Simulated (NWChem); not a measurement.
# AlGeNH4O (SMILES [NH2][GeH]1[O][AlH]1): levels of theory compared

Wanted: a comparison of 3 runs (HF/STO-3G, HF/3-21G, B3LYP/6-31G*) of AlGeNH4O. 

Program for the calculation: NWChem 7.3.0.

### 1 The structure to begin with

AlGeNH4O has 8 atoms, charge 0, and is taken as a singlet. As SMILES, `[NH2][GeH]1[O][AlH]1`. The coordinates come from a PBE0-D4/def2-TZVP relaxation. This is one conformer, not always the lowest.

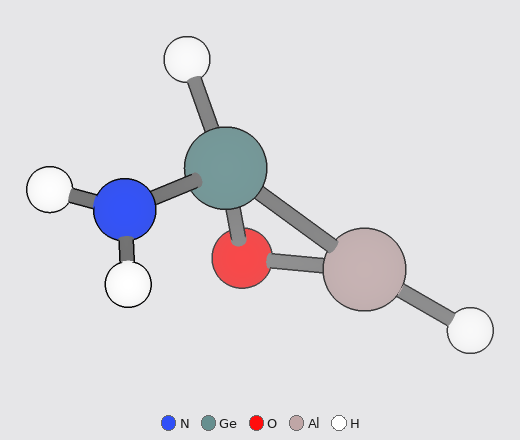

Viewed from a chosen angle; nitrogen blue, germanium teal, oxygen red, aluminium light grey, hydrogen white.

### 2 Energy and gradient at HF/STO-3G (run 1)

mol.nw

```
start mol
title "AlGeH4NO"
memory 2200 mb
geometry units angstroms noautosym nocenter noautoz
  N    -1.000700    1.330400    0.514400
  Ge    0.239100    0.000100    0.626900
  O     1.177500   -0.346000   -0.983500
  Al    0.431500   -1.856900   -0.769100
  H    -0.662600    2.276400    0.611900
  H    -1.682100    1.271200   -0.226100
  H     1.237900    0.511900    1.685400
  H     0.351700   -3.244100   -1.515600
end
basis spherical bse
  * library STO-3G
end
scf
  thresh 1e-08
  maxiter 80
end
task scf gradient
```

Started as:

```sh
$ nwchem mol.nw > mol.out
```

The program printed:

```text
[...]
  functions       =    41
[...]
  wavefunction    = RHF
[...]
         Total SCF energy =  -2420.655601863167
      One-electron energy =  -4077.853736054929
      Two-electron energy =   1316.904759291973
 Nuclear repulsion energy =    340.293374899789
        Time for solution =      3.2s
[...]
                         RHF ENERGY GRADIENTS
    atom               coordinates                        gradient
                 x          y          z           x          y          z
   1 N      -1.891049   2.514091   0.972075   -0.026899   0.037301  -0.013772
   2 Ge      0.451833   0.000189   1.184669   -0.018594   0.016381   0.013306
   3 O       2.225152  -0.653845  -1.858546    0.020222   0.007115  -0.019009
   4 Al      0.815417  -3.509032  -1.453388   -0.005670  -0.016700  -0.000992
   5 H      -1.252132   4.301772   1.156323   -0.000677  -0.012802   0.005949
   6 H      -3.178708   2.402220  -0.427267    0.007271  -0.005768   0.010601
   7 H       2.339292   0.967351   3.184944    0.024605   0.013436   0.028238
   8 H       0.664617  -6.130460  -2.864069   -0.000258  -0.038963  -0.024321
[...]
```

Run time: 5.4 s. Hardware: 1 thread of AMD EPYC 9R45 (Zen 5), shared host; peak memory 0.1 GiB.

### 3 Energy and gradient at HF/3-21G (run 2)

algeh4no.nw

```
start algeh4no
memory stack 880 mb heap 220 mb global 1100 mb

geometry noautosym nocenter noautoz
  N    -1.000700    1.330400    0.514400
  Ge    0.239100    0.000100    0.626900
  O     1.177500   -0.346000   -0.983500
  Al    0.431500   -1.856900   -0.769100
  H    -0.662600    2.276400    0.611900
  H    -1.682100    1.271200   -0.226100
  H     1.237900    0.511900    1.685400
  H     0.351700   -3.244100   -1.515600
end

basis spherical bse
  * library 3-21G
end

scf
  thresh 1e-08
  maxiter 80
end

task scf gradient
```

Started as:

```sh
$ nwchem algeh4no.nw > algeh4no.out
```

The program printed:

```text
[...]
  functions       =    61
[...]
  wavefunction    = RHF
[...]
         Total SCF energy =  -2436.873901077008
      One-electron energy =  -4078.037110861623
      Two-electron energy =   1300.869834884825
 Nuclear repulsion energy =    340.293374899789
        Time for solution =      3.9s
[...]
                         RHF ENERGY GRADIENTS
    atom               coordinates                        gradient
                 x          y          z           x          y          z
   1 N      -1.891049   2.514091   0.972075   -0.015579   0.006644   0.014010
   2 Ge      0.451833   0.000189   1.184669   -0.010599  -0.020516   0.013952
   3 O       2.225152  -0.653845  -1.858546    0.013970  -0.011087  -0.025689
   4 Al      0.815417  -3.509032  -1.453388    0.001186   0.019283   0.008951
   5 H      -1.252132   4.301772   1.156323    0.004510   0.002154  -0.003049
   6 H      -3.178708   2.402220  -0.427267    0.003570  -0.000782  -0.007788
   7 H       2.339292   0.967351   3.184944    0.002908   0.003729  -0.000475
   8 H       0.664617  -6.130460  -2.864069    0.000034   0.000575   0.000088
[...]
```

Run time: 6.3 s. Hardware: 1 thread of AMD EPYC 9R45 (Zen 5), shared host; peak memory 0.1 GiB.

### 4 Energy and gradient at B3LYP/6-31G(d) (Cartesian functions) (run 3)

algeh4no.xyz

```xyz
8

N     -1.000700     1.330400     0.514400
Ge     0.239100     0.000100     0.626900
O      1.177500    -0.346000    -0.983500
Al     0.431500    -1.856900    -0.769100
H     -0.662600     2.276400     0.611900
H     -1.682100     1.271200    -0.226100
H      1.237900     0.511900     1.685400
H      0.351700    -3.244100    -1.515600
```

run.py

```python
from ase.io import read
from ase.calculators.nwchem import NWChem

molecule = read('algeh4no.xyz')

calc = NWChem(
    label='algeh4no',
    theory='dft',
    memory='2200 mb',
    basis='6-31G*',
    dft={'xc': 'b3lyp', 'mult': '1', 'grid': 'fine', 'convergence': 'energy 1e-08', 'iterations': '100', 'mulliken': None},
)
molecule.calc = calc

forces = molecule.get_forces()
print("Total energy (eV):", round(molecule.get_potential_energy(), 6))
print("forces (eV/A):")
for s, f in zip(molecule.symbols, forces):
    print(f"{s:2s} {f[0]:10.5f} {f[1]:10.5f} {f[2]:10.5f}")
print("dipole (e A):", molecule.get_dipole_moment().round(4))
```

Started as:

```sh
$ export ASE_NWCHEM_COMMAND="nwchem PREFIX.nwi > PREFIX.nwo"
$ python run.py
```

The program printed:

```text
Total energy (eV): -66711.527327
forces (eV/A):
N    -0.20425    0.08022    0.21582
Ge   -0.12197   -0.09750    0.39765
O     0.49818    0.35507   -0.47540
Al   -0.22307   -0.56935   -0.01460
H     0.11210    0.24019    0.00010
H    -0.16481   -0.03569   -0.19345
H     0.09698    0.07245    0.10871
H     0.00679   -0.04535   -0.03882
dipole (e A): [-0.2402 -0.1443 -0.023 ]
```

The calculator wrote algeh4no.nwi:

```
title "algeh4no"

permanent_dir algeh4no

scratch_dir algeh4no

start algeh4no

geometry units angstrom nocenter noautosym noautoz
  N  -1.0006999999999999e+00 1.3304000000000000e+00 5.1439999999999997e-01
  Ge 2.3910000000000001e-01 1.0000000000000000e-04 6.2690000000000001e-01
  O  1.1775000000000000e+00 -3.4599999999999997e-01 -9.8350000000000004e-01
  Al 4.3149999999999999e-01 -1.8569000000000000e+00 -7.6910000000000001e-01
  H  -6.6259999999999997e-01 2.2764000000000002e+00 6.1190000000000000e-01
  H  -1.6820999999999999e+00 1.2712000000000001e+00 -2.2610000000000000e-01
  H  1.2379000000000000e+00 5.1190000000000002e-01 1.6854000000000000e+00
  H  3.5170000000000001e-01 -3.2441000000000000e+00 -1.5156000000000001e+00
end

memory 2200 mb

basis noprint
   * library 6-31G*
end

dft
  xc b3lyp
  mult 1
  grid fine
  convergence energy 1e-08
  iterations 100
  mulliken
end

task dft gradient
```

algeh4no.nwo:

```text
Northwest Computational Chemistry Package (NWChem) 7.3.0
             --------------------------------------------------------

           Job information
           ---------------

    nwchem branch   = 7.3.0
    use scalapack   = T
    input           = algeh4no.nwi
    prefix          = algeh4no.
    data base       = algeh4no/algeh4no.db
    status          = startup
    nproc           =        1

           Memory information
           ------------------

    heap     =     72089600 doubles =      550.0 Mbytes
    stack    =     72089597 doubles =      550.0 Mbytes
    global   =    144179200 doubles =     1100.0 Mbytes (distinct from heap & stack)
    total    =    288358397 doubles =     2200.0 Mbytes
    verify   = yes
    hardfail = no

[... 110 lines left out ...]
  convergence criterion.
[... 42 lines left out ...]
          Spatial weights used:  Erf1
[... 76 lines left out ...]
         Total DFT energy =    -2451.603430544641
[... 3 lines left out ...]
 Nuclear repulsion energy =      340.293374899789
[... 713 lines left out ...]
          Convergence on gradient requested:  5.00D-04
[... 29 lines left out ...]
          total energy or number of iterations.
[... 26 lines left out ...]
                         DFT ENERGY GRADIENTS

    atom               coordinates                        gradient
                 x          y          z           x          y          z
   1 N      -1.891049   2.514091   0.972075    0.003972  -0.001560  -0.004197
   2 Ge      0.451833   0.000189   1.184669    0.002372   0.001896  -0.007733
   3 O       2.225152  -0.653845  -1.858546   -0.009688  -0.006905   0.009245
[... 4 lines of this table left out ...]
   8 H       0.664617  -6.130460  -2.864069   -0.000132   0.000882   0.000755

                 ----------------------------------------
                 |  Time  |  1-e(secs)   |  2-e(secs)   |
                 ----------------------------------------
                 |  CPU   |       0.01   |      10.44   |
                 ----------------------------------------
                 |  WALL  |       0.01   |      10.44   |
                 ----------------------------------------

 Task  times  cpu:       30.3s     wall:       30.3s
 Total times  cpu:       30.4s     wall:       30.4s
```

Run time: 31 s. Hardware: 1 thread of AMD EPYC 9R45 (Zen 5), shared host; peak memory 0.13 GiB.

### 5 The series

```csv
run,level,Cartesian functions,iteration cap,energy (Eh),dipole moment (D),HOMO energy (eV),LUMO energy (eV),wall time
1,HF/STO-3G,no,80,-2420.655602,3.22,-4.55,7.42,5.4 s
2,HF/3-21G,no,80,-2436.873901,2.01,-8.59,1.49,6.3 s
3,B3LYP/6-31G* (Cartesian functions),yes,100,-2451.603431,1.35,-5.97,-1.37,31 s
```

### 6 Results

| quantity | value |
| --- | --- |
| run 3: total energy | -2451.60343 Eh |
| run 3: dipole moment | 1.35 D |
| run 3: HOMO energy | -5.97 eV |
| run 3: LUMO energy | -1.37 eV |
| run 3: HOMO–LUMO gap | 4.60 eV |
| run 3: largest force on an atom | 0.775 eV/Å |

What this shows: The dipole moment (its size) runs from 1.35 D (B3LYP/6-31G*) to 3.22 D (HF/STO-3G). The two ends differ in method and basis. The HOMO–LUMO gap runs from 4.60 eV (B3LYP/6-31G*) to 11.97 eV (HF/STO-3G). In run 1 the basis is minimal, so the values are rough. All runs together took 43 s, the longest 31 s.
